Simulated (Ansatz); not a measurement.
Base system: MgTe in the zinc blende structure (space group F-43m, No. 216; a = 6.509 Å).

Now apply this change: every lattice vector is shortened by 1.50 %; the atoms relax in the strained cell.

The values are results of plane-wave PAW DFT at the PBE level (Ansatz, a first-principles code, 420 eV), spin-orbit coupling left out, not measurements.

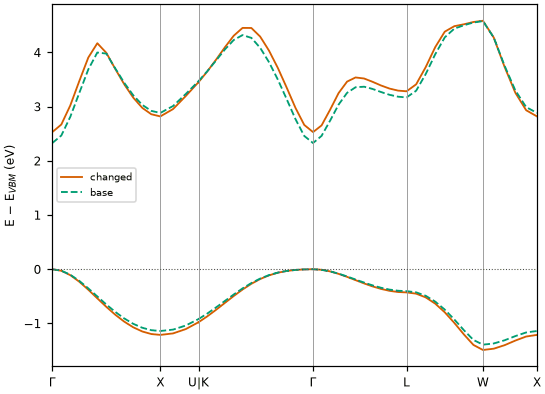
Fig. 1. Highest valence and lowest conduction band along the path, each from its own valence-band maximum

Question: From the figure, how large is the changed gap, and is it direct?

Answer: About 2.5 eV, direct at Γ.

Spin-orbit coupling, missing from the scalar runs, can matter with Te. Stability against distortions was not tested.
